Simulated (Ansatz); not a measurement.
# triplet C2HClF4: levels of theory compared

Wanted: a comparison of 3 runs (UHF/6-31G*, UB3LYP/6-31G*, UCAM-B3LYP/6-31G*) of triplet C2HClF4. 

The calculation is run with Ansatz 0.2.0.

53 further runs of the same task are left out: 53 set aside as unsound or not needed. Runs told in other sessions of the task aren't counted.

## 1. The system as given

The species is C2HClF4 (8 atoms), meant as a triplet with charge 0. As SMILES of the parent species, `FC(Cl)C(F)(F)F`. The shape is that of a PBE0-D4/def2-TZVP optimisation. That shape belongs to the parent species and isn't relaxed for this state.

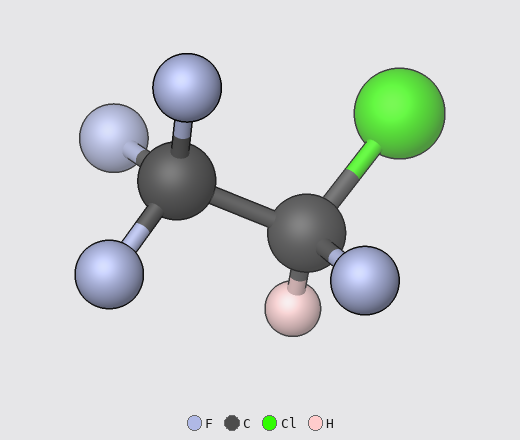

The structure, seen from a chosen angle (fluorine light blue, carbon dark grey, chlorine green, hydrogen pink).

## 2. A single-point energy at UHF/6-31G(d) (spherical functions) (run 1)

The input, molecule.yaml:

```yaml
crystal:
  periodic: [false, false, false]
  atoms:
    - {symbol: F, position_ang: [-1.009760, -0.997300, 1.034070]}
    - {symbol: C, position_ang: [-0.026700, -0.752310, 0.143750]}
    - {symbol: Cl, position_ang: [1.532940, -1.198140, 0.813200]}
    - {symbol: C, position_ang: [-0.058240, 0.737850, -0.214790]}
    - {symbol: F, position_ang: [0.860470, 1.007860, -1.137810]}
    - {symbol: F, position_ang: [0.152480, 1.509050, 0.841250]}
    - {symbol: F, position_ang: [-1.256040, 1.034230, -0.720280]}
    - {symbol: H, position_ang: [-0.195140, -1.341240, -0.759390]}
basis:
  gaussian:
    orbitals: 6-31G_st_-spherical.json
output:
  orbitals: {seedname: orbitals}
magnetization:
  spin_polarized: true
  initial_magnetization: 2
hamiltonian:
  xc: hf
accuracy: high
total_charge: 0
```

The basis set 6-31G* is read from a file made from the Basis Set Exchange's data (not shown).

Command:

```bash
$ ansatz run molecule.yaml --threads 1 --pin off --max-ram 3480MiB --events-out events.jsonl --progress --plain --runs-dir runs
```

The log of the run:

```text
Warning: RAYON_NUM_THREADS=1 ignored (pool sized by the plan → 1); use --threads N
Functional definition: HF
  name "HF"
  exchange = exact_x
  correlation = 0
2391 factors; integrals over basis functions are off by at most 4.2e-9 eV
mean field evaluation 1: about -25388.9108 eV, gradient 3.5e1 eV
mean field evaluation 2: about -25388.9300 eV, gradient 3.5e1 eV
mean field evaluation 4: about -25395.0889 eV, gradient 4.9e0 eV
mean field evaluation 8: about -25395.9711 eV, gradient 3.4e-1 eV
mean field evaluation 16: about -25395.9817 eV, gradient 2.2e-8 eV
mean field evaluation 32: about -25395.8123 eV, gradient 2.6e-1 eV
mean field evaluation 64: about -25395.8187 eV, gradient 6.2e-1 eV
mean field evaluation 96: about -25395.6220 eV, gradient 2.9e0 eV
mean field -25395.98165407 eV, -933.2851117723 hartree, gradient 1.8e-8 eV, S^2 2.013088; 2 other end points of the search recorded, 0 dependent functions left out
reference -25395.98165407 eV, -933.2851117723 hartree; 34, 32 occupied and 70, 72 virtual orbitals, 2391 factors
Total energy: -25395.98165407 eV, -933.2851117723 hartree
```

Run time: 14 s. Hardware: 1 thread of Intel Xeon Platinum 8488C (Sapphire Rapids), shared host; peak memory 0.52 GiB.

## 3. A single-point energy at UB3LYP/6-31G(d) (spherical functions) (run 2)

The input, job.yaml:

```yaml
crystal:
  periodic: [false, false, false]
  atoms:
    - {symbol: F, position_ang: [-1.009760, -0.997300, 1.034070]}
    - {symbol: C, position_ang: [-0.026700, -0.752310, 0.143750]}
    - {symbol: Cl, position_ang: [1.532940, -1.198140, 0.813200]}
    - {symbol: C, position_ang: [-0.058240, 0.737850, -0.214790]}
    - {symbol: F, position_ang: [0.860470, 1.007860, -1.137810]}
    - {symbol: F, position_ang: [0.152480, 1.509050, 0.841250]}
    - {symbol: F, position_ang: [-1.256040, 1.034230, -0.720280]}
    - {symbol: H, position_ang: [-0.195140, -1.341240, -0.759390]}
basis:
  gaussian:
    orbitals: 6-31G_st_-spherical.json
magnetization:
  spin_polarized: true
  initial_magnetization: 2
hamiltonian:
  xc: {name: B3LYP}
accuracy: high
output:
  orbitals: {seedname: orbitals}
```

The basis set 6-31G* is read from a file made from the Basis Set Exchange's data (not shown).

Command:

```bash
$ ansatz run job.yaml --threads 1 --pin off --max-ram 3480MiB --events-out events.jsonl --progress --plain --runs-dir runs
```

The log of the run:

```text
Warning: RAYON_NUM_THREADS=1 ignored (pool sized by the plan → 1); use --threads N
Functional definition: B3LYP
  name "B3LYP"
  parameter a0 = 0.2
  parameter ax = 0.72
  parameter ac = 0.81
  exchange = (1 - a0 - ax)*slater_x + ax*b88_x + a0*exact_x
  correlation = (1 - ac)*vwn_rpa_c + ac*lyp_c
2391 factors; integrals over basis functions are off by at most 4.2e-9 eV
mean field evaluation 1: about -25469.0482 eV, gradient 3.1e1 eV
mean field evaluation 2: about -25464.7104 eV, gradient 4.7e1 eV
mean field evaluation 4: about -25472.0288 eV, gradient 2.1e0 eV
mean field evaluation 8: about -25472.3251 eV, gradient 2.1e-1 eV
mean field evaluation 16: about -25472.3260 eV, gradient 1.8e-2 eV
mean field evaluation 32: about -25472.3261 eV, gradient 2.9e-5 eV
mean field -25472.32610473 eV, -936.0907185859 hartree, gradient 7.5e-8 eV, S^2 2.003072; 4 other end points of the search recorded, 0 dependent functions left out
reference -25472.32613384 eV, -936.0907196557 hartree; 34, 32 occupied and 70, 72 virtual orbitals, 2391 factors
Total energy: -25472.32613384 eV, -936.0907196557 hartree
```

Run time: 26 s. Hardware: 1 thread of Intel Xeon Platinum 8488C (Sapphire Rapids), shared host; peak memory 0.65 GiB.

## 4. The energy at UCAM-B3LYP/6-31G(d) (spherical functions) (run 3)

The input, input.yaml:

```yaml
crystal:
  periodic: [false, false, false]
  atoms:
    - {symbol: F, position_ang: [-1.009760, -0.997300, 1.034070]}
    - {symbol: C, position_ang: [-0.026700, -0.752310, 0.143750]}
    - {symbol: Cl, position_ang: [1.532940, -1.198140, 0.813200]}
    - {symbol: C, position_ang: [-0.058240, 0.737850, -0.214790]}
    - {symbol: F, position_ang: [0.860470, 1.007860, -1.137810]}
    - {symbol: F, position_ang: [0.152480, 1.509050, 0.841250]}
    - {symbol: F, position_ang: [-1.256040, 1.034230, -0.720280]}
    - {symbol: H, position_ang: [-0.195140, -1.341240, -0.759390]}
basis:
  gaussian:
    orbitals: 6-31G_st_-spherical.json
magnetization:
  spin_polarized: true
  initial_magnetization: 2
hamiltonian:
  xc: {name: CAM-B3LYP}
accuracy: high
output: {orbitals: {seedname: orbitals}}
```

The basis set 6-31G* is read from a file made from the Basis Set Exchange's data (not shown).

Command:

```bash
$ ansatz run input.yaml --threads 1 --pin off --max-ram 3480MiB --events-out events.jsonl --progress --plain --runs-dir runs
```

The log of the run:

```text
Warning: RAYON_NUM_THREADS=1 ignored (pool sized by the plan → 1); use --threads N
Functional definition: CAM-B3LYP
  name "CAM-B3LYP"
  parameter alpha = 0.19
  parameter beta = 0.46
  parameter omega = 0.33/bohr
[... 1 set-up line as earlier in the session ...]
  exchange = (1 - alpha - beta)*b88_x + beta*b88_x_sr(omega) + alpha*exact_x + beta*exact_x_lr(omega)
  correlation = (1 - ac)*vwn5_c + ac*lyp_c
2391 factors; integrals over basis functions are off by at most 4.2e-9 eV
412 factors; integrals over basis functions are off by at most 2.1e-9 eV
mean field evaluation 1: about -25465.1373 eV, gradient 3.2e1 eV
mean field evaluation 2: about -25464.2364 eV, gradient 3.8e1 eV
mean field evaluation 4: about -25468.5584 eV, gradient 1.5e0 eV
mean field evaluation 8: about -25468.8702 eV, gradient 3.8e-1 eV
mean field evaluation 16: about -25468.8803 eV, gradient 3.6e-2 eV
mean field evaluation 32: about -25468.8812 eV, gradient 9.0e-4 eV
mean field evaluation 64: about -25468.8812 eV, gradient 3.8e-8 eV
mean field -25468.88117493 eV, -935.9641197511 hartree, gradient 3.8e-8 eV, S^2 2.003746; 2 other end points of the search recorded, 0 dependent functions left out
reference -25468.88118907 eV, -935.9641202705 hartree; 34, 32 occupied and 70, 72 virtual orbitals, 2391 factors
Total energy: -25468.88118907 eV, -935.9641202705 hartree
```

It took 40 s on 1 thread of Intel Xeon Platinum 8488C (Sapphire Rapids), shared host; peak memory 0.73 GiB.

## 5. Overview of the runs

```tsv
run	level	energy (Eh)	HOMO energy (eV)	⟨S²⟩	wall time
1	UHF/6-31G* (spherical functions)	-933.285112	-5.84	2.013	14 s
2	UB3LYP/6-31G* (spherical functions)	-936.090720	-2.01	2.003	26 s
3	UCAM-B3LYP/6-31G* (spherical functions)	-935.964120	-3.62	2.004	40 s
```

## 6. Results

| quantity | value |
| --- | --- |
| run 3: total energy | -935.96412 Eh |
| run 3: HOMO energy (highest over α and β) | -3.62 eV |
| run 3: ⟨S²⟩ | 2.004 |

In words: Totals of different functionals can't be ranked against each other. All runs together took 81 s, the longest 40 s.
